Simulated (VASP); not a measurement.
Band structure of Mg2Sn (antifluorite). All values below come from PBE GGA with D4 dispersion, VASP's PBE PAW potentials (set 64) (plane waves; VASP).

Unless said otherwise, spin-orbit coupling is left out, though it shifts the bands of the heavy elements here.

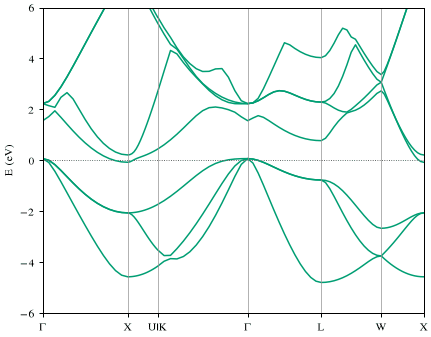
Figure: Bands along high-symmetry lines, zero at the valence-band maximum or, without a gap, the Fermi level

### Question
Read the plot: is there a gap, and where are the band edges?

### Answer
It has no gap at this level: it comes out as a metal or semimetal. (Edges off the drawn lines would not show.)

Measured: gap 0.36 eV (computed value off by -0.36 eV), as given by Byungki Ryu et al., Journal of the Korean Physical Society (2019), arXiv:1905.06140.

The compound is Mg2Sn in the antifluorite structure. It was relaxed first.
